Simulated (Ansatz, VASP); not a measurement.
# ZnS (Sphalerite) in two plane-wave programs

One calculation is typed for both programs; each brings its own data sets and cutoff. How far apart do they land?

Main program and level: Ansatz 0.2.0; plane waves, with VASP 6.6.1 beside it; band structure at HSE06.

**1. The starting structure**

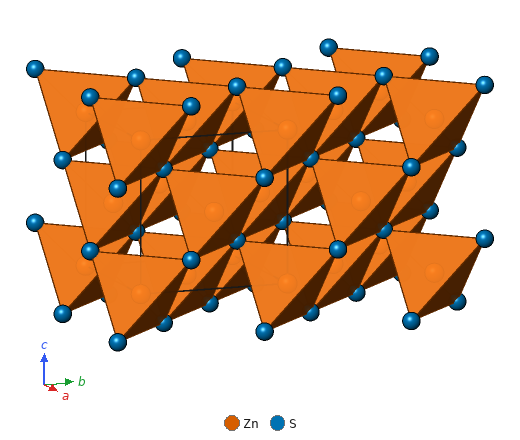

Start, viewed slightly off an axis; zinc orange, sulfur blue. 1×2×1 cells are drawn. This picture shows the conventional cell, with its axes. Some periodic images of atoms are drawn too.

Coordinates:

```cif
data_structure
_symmetry_space_group_name_H-M 'F-43m'
_symmetry_Int_Tables_number 216
_cell_length_a 5.4093
_cell_length_b 5.4093
_cell_length_c 5.4093
_cell_angle_alpha 90.000
_cell_angle_beta 90.000
_cell_angle_gamma 90.000
_cell_volume 158.28
loop_
_atom_site_label
_atom_site_type_symbol
_atom_site_symmetry_multiplicity
_atom_site_Wyckoff_symbol
_atom_site_fract_x
_atom_site_fract_y
_atom_site_fract_z
_atom_site_occupancy
Zn1 Zn 4 a 0.00000 0.00000 0.00000 1
S1 S 4 c 0.25000 0.25000 0.25000 1
```

**2. Ansatz: band structure, HSE06**

Ansatz runs on its default PAW (the set named soft_2) files.

The same path points are solved in both programs, so levels can be compared one by one.

Contents of input.yaml:

```yaml
crystal:
  lattice:
    - [0.0, 2.70465, 2.70465]
    - [2.70465, 0.0, 2.70465]
    - [2.70465, 2.70465, 0.0]
  atoms:
    - { symbol: Zn, position: [0.0, 0.0, 0.0] }
    - { symbol: S, position: [0.75, 0.75, 0.75] }
hamiltonian:
  xc: { exchange: pbe, correlation: pbe, exx: { coeff: 0.25, omega: 0.2 } }
  pseudopotentials: { kind: paw }
kpoints:
  mp_grid: { grid: [5, 5, 5] }
  band_path:
    path:
      - [0.0, 0.0, 0.0]
      - [0.5, 0.0, 0.5]
      - [0.5, 0.22222, 0.72222]
      - [0.40278, 0.34722, 0.75]
      - [0.125, 0.125, 0.25]
      - [0.27778, 0.27778, 0.27778]
      - [0.55556, 0.38889, 0.55556]
      - [0.58333, 0.25, 0.66667]
      - [0.5, 0.30556, 0.69444]
      - [0.48611, 0.48611, 0.52778]
      - [0.625, 0.25, 0.625]
      - [0.5, 0.0, 0.5]
    npoints: 1
scf:
  occupations: { method: gaussian, width: 0.03 }
  n_extra_bands: 7
output:
  forces: true
  stress: true
  eigenvalues: true
```

Run with:

```console
$ ansatz run input.yaml --threads 4 --pin off --max-ram 9216MiB --backend cpu --events-out ev --progress --plain --runs-dir out
```

Numbers of over 12 decimals in the logs are rounded to 6 here.

The log of the run:

```text
Warning: output.stress: scf.convergence.dr2_threshold = 1e-7 eV (the SCF's general default) is looser than the 2e-10 eV advised for a printed stress (1e-10 eV for each atom of the cell: 2). What an SCF threshold leaves in a stress goes as its square root, and in the free energy as the threshold itself, and one threshold admits the most on a small cell: [figures from the program's tests cut] Set scf.convergence.dr2_threshold to 2e-10 eV or tighter. The threshold is an SCF's pass mark: one that does not reach it within its budget of iterations ends unconverged, or closes short of it on a stop that the run arms, and scf.convergence.dr2_threshold's page says what that costs each kind of run
Warning: output.stress: scf.exx.energy_threshold = 1e-6 eV is looser than the 2e-8 eV advised for a stress under a hybrid functional (1e-8 eV for each atom of the cell: 2). Every SCF of the exchange loop can meet its threshold on dr2 while the loop round them stops early: no threshold on dr2 bounds what that leaves in the stress. Set scf.exx.energy_threshold to 2e-8 eV or tighter. The threshold is the loop's pass mark: a loop that does not reach it within its budget of cycles ends unconverged, and scf.exx.energy_threshold's page has the law
scf.n_extra_bands = 7 over 9 filled bands (N_el = 18.0): the run solves 16 bands
Engine: ansatz 0.2.0, aarch64-unknown-linux-gnu
Pseudopotentials: kind: paw
Pseudopotential: Zn, paw, valence charge 12, recommended cutoff 420 eV (normal), Zn.paw.azcp
Pseudopotential: S, paw, valence charge 6, recommended cutoff 420 eV (normal), S.paw.azcp
Functional definition: unnamed
  parameter a_1 = 0.25
  parameter omega_1 = 0.2/angstrom
  exchange = pbe_x + (-a_1)*pbe_x_sr(omega_1) + a_1*exact_x_sr(omega_1)
  correlation = pbe_c
Crystal: 2 atoms, lattice volume = 39.570 Å³
Basis set: ecut = 420 eV, 749 PW (Γ), exchange–correlation on 54×54×54 points (8 copies of the dense FFT grid, shifted against one another)
Bands: 16, of which v1, the nominal top of the filled ones, is band 9 counted from 1 (8 counted from 0)
Symmetry: 24 space group operations
Space group: F-43m (ITA 216), of the structure as read, at distance tolerance 3.4e-5 Å
k-points: 10 of 125 (time reversal used)
Non-local potential: Zn, projectors of the file, l = 0: 2, l = 1: 2, l = 2: 3, l = 3: 1
Non-local potential: S, projectors of the file, l = 0: 2, l = 1: 2, l = 2: 2
PAW form: soft (Blöchl's): semilocal exchange-correlation on the pseudo side does not see the compensation charge
PAW frozen core: Zn, regenerated for the run's functional, and the local potential with it (the file was generated under x = pbe(κ = 0.804, μ = 0.219515), c = pbe(β = 0.066725))
PAW frozen core: S, regenerated for the run's functional, and the local potential with it (the file was generated under x = pbe(κ = 0.804, μ = 0.219515), c = pbe(β = 0.066725))
PAW one-centre angular grid: Zn, 590 points (default); XC on 64 Gauss nodes
PAW one-centre angular grid: S, 110 points (default); XC on 64 Gauss nodes
Initial density: superposition of atomic densities (neutral atoms: chi_scale 0, normalization atom), corrected by the library's trained network
Initial wavefunctions: pseudopotential atomic-orbital guess
Functional: x = pbe(κ = 0.804, μ = 0.219515), c = pbe(β = 0.066725), warm-up for x = pbe(κ = 0.804, μ = 0.219515) + 0.25 (exact − pbe) at short range (hse, ω = 0.2 Å⁻¹), c = pbe(β = 0.066725)
SCF iter   1: F=—  HF=-4222.720580 eV  |F-HF|=—  |Δ(HF+E_count)|=         —  Δρ=1.70e-3  dr2=1.02e-3  ethr=1.77e-3  ⟨swp⟩=10.4  Hψ=849  notcnv=0
preconditioner: auto → none  [insulator: Δε(μ)=2.095 eV  Ē_g=14.772 eV  σ=0.030 eV  W_gap=1.00  n_scr=14 (ndim 8)  ℏωp=25.0 eV  f_vac=0.029  D(μ)=0.00/eV (n_scr^D=0)]
SCF iter   2: F=—  HF=-4222.720234 eV  |F-HF|=—  |Δ(HF+E_count)|=   3.46e-4  Δρ=1.41e-3  dr2=5.15e-4  ethr=5.67e-6  ⟨swp⟩=4.3  Hψ=509  notcnv=0  defer=1
iter 3 solved again at ethr=1.92e-8 eV; its pass at ethr=2.86e-6 eV (dr2=3.46e-6 eV) is discarded
SCF iter   3: F=-4222.720053 eV  HF=-4222.720018 eV  |F-HF|=3.49e-5  |Δ(HF+E_count)|=   2.16e-4  Δρ=1.66e-4  dr2=3.85e-6  ethr=1.92e-8  ⟨swp⟩=3.2  Hψ=641  notcnv=0
SCF 1 stopped early in 3 iterations: F = -4222.720053 eV  dr2 = 3.85e-6
  greatest PAW one-centre occupation: 0.983 electrons in one spin orbital (limit 2), on the Zn atom at site 0 (counted from 0), in its partial waves of l = 2
Initial density: handed on by an earlier stage of this run
Initial wavefunctions: those handed on with the density
Functional: x = pbe(κ = 0.804, μ = 0.219515) + 0.25 (exact − pbe) at short range (hse, ω = 0.2 Å⁻¹), c = pbe(β = 0.066725)
Exchange kernel: α = 0.2500, screened, ω = 0.2000 Å⁻¹, Wigner–Seitz truncation, v(0) = 1123.8868 eV·Å³, q-mesh 5×5×5, nearest image of the exchange supercell L = 19.12 Å, pair-density grid 15×15×15, without the augmentation charges, whose exchange is taken in its separable form by FFT convolution over the k-point mesh (sized by the pseudopotential files, 24×24×24 at the most), smooth part of the exact exchange by density-matrix convolution
Frozen-core exchange: fock
SCF iter   1: F=—  HF=-4223.425327 eV  |F-HF|=—  |Δ(HF+E_count)|=         —  Δρ=2.21e-2  dr2=1.00e-1  ethr=2.14e-7  ⟨swp⟩=8.5  Hψ=899  notcnv=0
preconditioner: auto → none  [insulator: Δε(μ)=3.320 eV  Ē_g=17.531 eV  σ=0.030 eV  W_gap=1.00  n_scr=14 (ndim 8)  ℏωp=25.0 eV  f_vac=0.029  D(μ)=0.00/eV (n_scr^D=0)]
SCF iter   2: F=—  HF=-4223.397800 eV  |F-HF|=—  |Δ(HF+E_count)|=   2.75e-2  Δρ=3.59e-3  dr2=6.94e-3  ethr=2.14e-7  ⟨swp⟩=5.0  Hψ=655  notcnv=0
SCF iter   3: F=—  HF=-4223.390965 eV  |F-HF|=—  |Δ(HF+E_count)|=   6.84e-3  Δρ=3.32e-3  dr2=2.85e-3  ethr=2.14e-7  ⟨swp⟩=4.9  Hψ=542  notcnv=0
SCF iter   4: F=—  HF=-4223.390842 eV  |F-HF|=—  |Δ(HF+E_count)|=   1.22e-4  Δρ=5.79e-4  dr2=1.25e-3  ethr=2.14e-7  ⟨swp⟩=4.0  Hψ=414  notcnv=0
SCF iter   5: F=—  HF=-4223.399873 eV  |F-HF|=—  |Δ(HF+E_count)|=   9.03e-3  Δρ=1.92e-3  dr2=7.56e-4  ethr=2.14e-7  ⟨swp⟩=4.6  Hψ=500  notcnv=0
SCF iter   6: F=—  HF=-4223.399603 eV  |F-HF|=—  |Δ(HF+E_count)|=   2.70e-4  Δρ=1.25e-4  dr2=2.09e-5  ethr=2.14e-7  ⟨swp⟩=4.0  Hψ=424  notcnv=0
SCF iter   7: F=—  HF=-4223.399712 eV  |F-HF|=—  |Δ(HF+E_count)|=   1.09e-4  Δρ=2.24e-4  dr2=1.13e-5  ethr=2.17e-8  ⟨swp⟩=4.2  Hψ=418  notcnv=0  defer=1
SCF iter   8: F=-4223.399709 eV  HF=-4223.399708 eV  |F-HF|=2.44e-7  |Δ(HF+E_count)|=   3.77e-6  Δρ=1.76e-5  dr2=7.27e-7  ethr=2.17e-8  ⟨swp⟩=3.0  Hψ=324  notcnv=0
SCF 2 stopped early in 8 iterations: F = -4223.399709 eV  dr2 = 7.27e-7
  greatest PAW one-centre occupation: 0.986 electrons in one spin orbital (limit 2), on the Zn atom at site 0 (counted from 0), in its partial waves of l = 2
hybrid outer 1: dexx = +9.657e-3 eV, tail = 3.63e-5 eV
Exchange kernel: α = 0.2500, screened, ω = 0.2000 Å⁻¹, Wigner–Seitz truncation, v(0) = 1123.8868 eV·Å³, q-mesh 5×5×5, nearest image of the exchange supercell L = 19.12 Å, pair-density grid 15×15×15, without the augmentation charges, whose exchange is taken in its separable form by FFT convolution over the k-point mesh (sized by the pseudopotential files, 24×24×24 at the most), smooth part of the exact exchange by density-matrix convolution
Frozen-core exchange: fock
SCF iter   1: F=—  HF=-4223.399156 eV  |F-HF|=—  |Δ(HF+E_count)|=         —  Δρ=1.07e-4  dr2=3.34e-6  ethr=1.01e-6  ⟨swp⟩=4.2  Hψ=373  notcnv=0
preconditioner: auto → none  [insulator: Δε(μ)=3.346 eV  Ē_g=17.239 eV  σ=0.030 eV  W_gap=1.00  n_scr=14 (ndim 8)  ℏωp=25.0 eV  f_vac=0.030  D(μ)=0.00/eV (n_scr^D=0)]
SCF iter   2: F=—  HF=-4223.399155 eV  |F-HF|=—  |Δ(HF+E_count)|=   5.38e-7  Δρ=1.32e-5  dr2=1.77e-7  ethr=1.48e-8  ⟨swp⟩=3.1  Hψ=330  notcnv=0
SCF iter   3: F=—  HF=-4223.399156 eV  |F-HF|=—  |Δ(HF+E_count)|=   9.28e-7  Δρ=1.81e-5  dr2=8.35e-8  ethr=1.43e-10  ⟨swp⟩=4.2  Hψ=498  notcnv=0  defer=1
SCF iter   4: F=-4223.399156 eV  HF=-4223.399156 eV  |F-HF|=1.17e-10  |Δ(HF+E_count)|=   2.94e-8  Δρ=1.19e-6  dr2=3.00e-9  ethr=1.43e-10  ⟨swp⟩=3.3  Hψ=341  notcnv=0
SCF 3 converged in 4 iterations: F = -4223.399156 eV  dr2 = 3.00e-9
  Residual-converged pass: ⟨swp⟩=3.0  Hψ=276  notcnv=0  max |occ|·‖R‖ = 2.4e-6 eV (tolerance 2.4e-6 eV)  dr2=3.00e-9  dr2_onsite=8.88e-11  max |Δocc| = 0.0e0
hybrid outer 2: dexx = +9.036e-7 eV, tail = 1.72e-8 eV, Δε = 3.14e-3 eV (about 8.28e-5 eV left of the loop's levels)
NSCF: frozen V_eff on 12 k-points
hybrid SCF converged: 2 outer / 12 inner (+3 warm-up), last move |dexx| = 9.04e-7 eV, tail = 1.72e-8 eV
Stability not checked: this state was not tested for a lower state beside it, because the functional holds exact exchange (a hybrid, or Hartree-Fock), whose exchange loop this test does not read (fock_operator; see scf.lower_state_search)
Free energy (F): -4223.399156 eV
Frozen-core exchange: fock
Harris-Foulkes:  -4223.399156 eV  (|F-HF|=1.17e-10)
Internal energy: -4223.399156 eV  (E = F + TS)
E sigma→0 (E₀):  -4223.399156 eV
Fermi energy:    6.678955 eV
--- Per-component energies (eV) ---
  E_band       = -27.840934
  E_kinetic    = 237.782507
  E_local      = -2053.043702  (includes V_loc(G=0)·N_el)
  E_nonlocal   = 647.332602
  E_hartree    = 863.359636
  E_xc         = -186.387799
  E_vxc        = -111.580043  (∫ρ·V_xc dr)
  E_exx        = -53.489277  (= α·E_x^exact, valence–valence)
  E_paw        = -2427.350525  (= ΣΔE_a)
  E_vpaw       = -368.072501  (= ΣTr[D̂ρ^β])
  E_aug_tail   = -0.000361  (compensation charges beyond the density's cutoff)
  E_ewald      = -1252.151240
  E_core_change = 0.549003  (= ΣΔE_core)
  E_smearing   = -0.000000  (= −TS)
  E_closure    = 0.000000  (closes the sum)
  Σ components = -4223.399156   (vs F -4223.399156, Δ=0.00e0)
--- Forces (eV/Å), atoms counted from 1 ---
  atom   1  Zn    -0.00000000     0.00000000     0.00000000
  atom   2  S      0.00000000    -0.00000000    -0.00000000
  max |Σ_I F_I| component: 5.55e-17 eV/Å
--- Stress (GPa, compression-positive) ---
        0.730023       0.000000      -0.000000
        0.000000       0.730023       0.000000
       -0.000000       0.000000       0.730023
  P = ⅓ Tr σ = 0.7300 GPa (7.300 kbar)
--- Band table (eV; the first three rows and the last of 10) ---
  k-point 0: bands = [... 5 lower, -2.4561, 5.0056, 5.0056, 5.0056, 8.3520, 12.7168, 12.7168, 12.7168, ... 3 higher]
  k-point 1: bands = [... 5 lower, -2.4575, 2.7323, 4.6581, 4.6581, 9.6505, 12.8375, 13.2540, 13.2540, ... 3 higher]
  k-point 2: bands = [... 5 lower, -2.4293, -0.0040, 4.1743, 4.1743, 9.6389, 13.2776, 13.2776, 14.8474, ... 3 higher]
  k-point 9: bands = [... 5 lower, -2.1401, 0.2993, 2.0153, 2.8600, 11.6208, 12.1350, 13.4695, 16.2821, ... 3 higher]
```

The job ended after 16 s (4 threads of Arm Neoverse V2, shared host; peak memory 0.75 GiB; 58 s of CPU time).

The column dr2 measures how far the density is from self-consistency, as an energy; F and HF (Harris–Foulkes) agree once it is small.

**3. VASP: band structure, HSE06**

The same cell, functional, mesh and smearing now go to VASP, with its own data sets and cutoff.

Lines of VASP's logs that name or quote its potential files are left out, and so is its time.

Contents of INCAR:

```
SYSTEM = ZnS
PREC = Accurate
ENCUT = 350
EDIFF = 1E-06
NELM = 100
ISMEAR = 0
SIGMA = 0.03
LREAL = .FALSE.
ALGO = Normal
LHFCALC = .TRUE.
AEXX = 0.25
GGA = PE
HFSCREEN = 0.2
LASPH = .TRUE.
NBANDS = 15
PRECFOCK = Fast
LORBIT = 11
LWAVE = .FALSE.
LCHARG = .FALSE.
KPAR = 4
```

Contents of POSCAR:

```
ZnS
1.0
    0.0000000000      2.7046500000      2.7046500000
    2.7046500000      0.0000000000      2.7046500000
    2.7046500000      2.7046500000      0.0000000000
Zn S
1 1
Direct
    0.0000000000      0.0000000000      0.0000000000
    0.7500000000      0.7500000000      0.7500000000
```

Contents of KPOINTS:

```
Automatic mesh
0
Gamma
5 5 5
0 0 0
```

Contents of KPOINTS_OPT:

```
Line mode
10
Line-mode
Reciprocal
  0.00000000   0.00000000   0.00000000 GAMMA
  0.50000000   0.00000000   0.50000000 X

  0.50000000   0.00000000   0.50000000 X
  0.50000000   0.25000000   0.75000000 W

  0.50000000   0.25000000   0.75000000 W
  0.37500000   0.37500000   0.75000000 K

  0.37500000   0.37500000   0.75000000 K
  0.00000000   0.00000000   0.00000000 GAMMA

  0.00000000   0.00000000   0.00000000 GAMMA
  0.50000000   0.50000000   0.50000000 L

  0.50000000   0.50000000   0.50000000 L
  0.62500000   0.25000000   0.62500000 U

  0.62500000   0.25000000   0.62500000 U
  0.50000000   0.25000000   0.75000000 W

  0.50000000   0.25000000   0.75000000 W
  0.50000000   0.50000000   0.50000000 L

  0.50000000   0.50000000   0.50000000 L
  0.37500000   0.37500000   0.75000000 K

  0.62500000   0.25000000   0.62500000 U
  0.50000000   0.00000000   0.50000000 X
```

Potentials, in the order of the species: Zn and S (PBE family, release 64).

Run with:

```console
$ mpirun -np 4 vasp_std
```

The log of the run:

```text
[banner, memory and clock lines left out]
running    4 mpi-ranks, on    1 nodes
 distrk:  each k-point on    1 cores,    4 groups
 distr:  one band on    1 cores,    1 groups

 POSCAR found type information on POSCAR ZnS
 POSCAR found :  2 types and       2 ions
 LDA part: xc-table for (Slater+PW92), standard interpolation
 found WAVECAR, reading the header
 POSCAR, INCAR and KPOINTS ok, starting setup
 FFT: planning ... GRIDC
 FFT: planning ... GRID_SOFT
 FFT: planning ... GRID
 reading WAVECAR
 the WAVECAR file was read successfully
 initial charge from wavefunction
 entering main loop
       N       E                     dE             d eps       ncg     rms          rms(c)
DAV:   1    -0.843437819374E+01   -0.84344E+01   -0.12347E+00   402   0.321E+01    0.279E+00
DAV:   2    -0.838405863836E+01    0.50320E-01   -0.28357E-01   349   0.113E+01    0.170E+00
DAV:   3    -0.838131208689E+01    0.27466E-02   -0.30491E-02   370   0.296E+00    0.118E+00
DAV:   4    -0.838069970662E+01    0.61238E-03   -0.31695E-03   314   0.684E-01    0.747E-01
DAV:   5    -0.838057298367E+01    0.12672E-03   -0.54427E-04   374   0.220E-01    0.453E-01
DAV:   6    -0.838052195463E+01    0.51029E-04   -0.75685E-05   307   0.819E-02    0.257E-01
DAV:   7    -0.838049797199E+01    0.23983E-04   -0.11162E-05   307   0.255E-02    0.136E-01
DAV:   8    -0.838049050507E+01    0.74669E-05   -0.44477E-06   349   0.147E-02    0.696E-02
DAV:   9    -0.838048794147E+01    0.25636E-05   -0.13630E-06   280   0.945E-03    0.363E-02
DAV:  10    -0.838048723129E+01    0.71018E-06   -0.59910E-07   234   0.647E-03
   1 F= -.83804872E+01 E0= -.83804872E+01  d E =-.936357E-15
 Start KPOINTS_OPT (optional k-point list driver)
k-point batch [1-10\100]
       N       E                     dE             ncg
DAV:   1     0.159929499921E+03   -0.25431E+04      300
DAV:   2    -0.820160965884E+03   -0.98009E+03      335
DAV:   3    -0.888084569634E+03   -0.67924E+02      377
DAV:   4    -0.889207445265E+03   -0.11229E+01      398
DAV:   5    -0.889219130891E+03   -0.11686E-01      398
DAV:   6    -0.889219304151E+03   -0.17326E-03      384
DAV:   7    -0.889219307488E+03   -0.33368E-05      384
DAV:   8    -0.889219307558E+03   -0.70205E-07      276
[...]
k-point batch [91-100\100]
       N       E                     dE             ncg
DAV:   1     0.151333579547E+02   -0.58110E+04      300
DAV:   2    -0.903528464541E+03   -0.91866E+03      363
DAV:   3    -0.957416818795E+03   -0.53888E+02      356
DAV:   4    -0.958240737358E+03   -0.82392E+00      398
DAV:   5    -0.958250108805E+03   -0.93714E-02      412
DAV:   6    -0.958250253101E+03   -0.14430E-03      405
DAV:   7    -0.958250256064E+03   -0.29624E-05      398
DAV:   8    -0.958250256126E+03   -0.62231E-07      318
```

[end of part 1 of 2]

[Lines on the potential files, build, host, timing and source positions are cut from VASP's logs without a mark.]

[Logs are printed without paths, hosts, clocks, repeated set-up lines and the standing remarks that a program may print on its own settings, such as how far it seeks lower states.]

[Hosts, paths, dates, database ids (printed as entryN), source tags and the programs' standing remarks are cut or masked in the printed files.]
